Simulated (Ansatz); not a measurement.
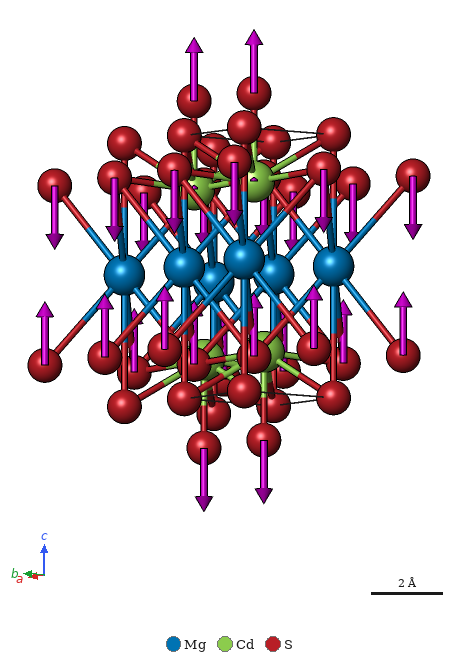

A relaxation of solid MgCd2S3 (a generated structure, set up in P-3m1) (coarse preliminary run). The starting structure is drawn; purple arrows show the displacements (the part carried along by the change of the cell is left out), at their true length.

The picture is a ball-and-stick view of the cell of the calculation, repeated 2 × 1 × 1 with one cell outlined, seen from a free direction.

Computed with DFT PBE, scalar-relativistic, plane waves, PAW in Ansatz.

The input:
```yaml
crystal:
  lattice:
    - [4.2427444, 0.0, 0.0]
    - [-2.1213722, 3.67432443, 0.0]
    - [0.0, 0.0, 7.45022772]
  atoms:
    - { symbol: Mg, position: [0.0, 0.0, 0.5] }
    - { symbol: Cd, position: [0.66666667, 0.33333333, 0.18575609] }
    - { symbol: Cd, position: [0.33333333, 0.66666667, 0.81424391] }
    - { symbol: S, position: [0.66666667, 0.33333333, 0.85047585] }
    - { symbol: S, position: [0.33333333, 0.66666667, 0.14952415] }
    - { symbol: S, position: [0.0, 0.0, 0.0] }
basis:
  ecutwfc: 420
kpoints:
  mp_grid: { grid: [6, 6, 4] }
hamiltonian:
  xc: pbe
scf:
  occupations: { method: gaussian, width: 0.1 }
  lower_state_search: "off"
output:
  forces: true
  stress: true
  eigenvalues: true
relax:
  adjacent_minimum: "off"
  f_tol: 0.04
  max_steps: 70
  cell: { stress_tol: 0.4 }
```

Command:
```bash
ansatz run input.yaml --threads 1 --pin off --max-ram 2560MiB --backend cpu --events-out ev --progress --plain --runs-dir out
```

Which element moves most?

Answer. Sulfur: up to 1.82 Å, against 0.14 Å for cadmium.

Describe the change and its energy.

Answer. After 15 accepted moves (17 points after the start) the energy has fallen by 1357 meV per atom. Largest force component: 2.8 eV/Å at the start, 0.0072 eV/Å at the end. The pressure goes from 19.70 to 0.00 GPa. The SCF was repeated twice at an unchanged geometry on a basis and grid sized afresh for the cell, which shifted the energy by 9.2 meV per atom at most. The largest moves relative to the cell, 1.82 Å, are those of S4 and S5. S4 goes along −c. By element the largest moves are S 1.82 Å, Cd 0.14 Å. Mg stays in place. Cell: a = b 4.243 → 3.827 Å (−9.8 %), c 7.450 → 9.380 Å (+25.9 %). Volume +2.4 %. Near-neighbour distances that change, for instance: Cd2–S4 2.498 → 4.832 Å, S4–S6 2.691 → 3.911 Å, Mg1–S6 3.725 → 4.690 Å, Mg1–S4 3.580 → 2.650 Å. Bonds break, among them: Cd2–S4 (2.50 → 4.83 Å), Cd3–S5 (2.50 → 4.83 Å). Bond angles that change, for instance: S5–Cd2–S6 144.2° → 179.7°, S5–Cd2–S6 60.9° → 91.2°, Cd3–S4–Cd3 118.8° → 88.6°. The space group stays P-3m1 (No. 164). The run took 4.1 min on 1 thread of Intel(R) Xeon(R) Processor @ 2.50GHz (Skylake/Cascade Lake), with other jobs on the host, peak memory 0.45 GiB.
